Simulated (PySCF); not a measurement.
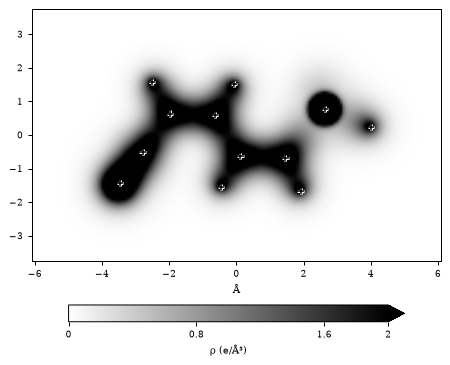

The total electron density on a plane through atoms (crosses mark nuclei in the plane).

Level of theory: PBE0/pcSseg-1, SCF density, gas phase, non-relativistic in PySCF.

Candidates:
A. C$_{5}$H$_{5}$BF$_{2}$
B. C$_{5}$H$_{7}$NSi (SMILES N#C/C=C\C=C/[SiH3])
C. C$_{6}$H$_{10}$O$_{2}$

Which candidate gave the map?

Answer. Candidate B: C$_{5}$H$_{7}$NSi on the plane of atoms C3, C4 and C5, which holds N, C, Si and H. C–N (1.15 Å): ρ at the midpoint is about 3.5 e/Å³. C–C (1.34 Å): ρ at the midpoint is about 2.2 e/Å³.
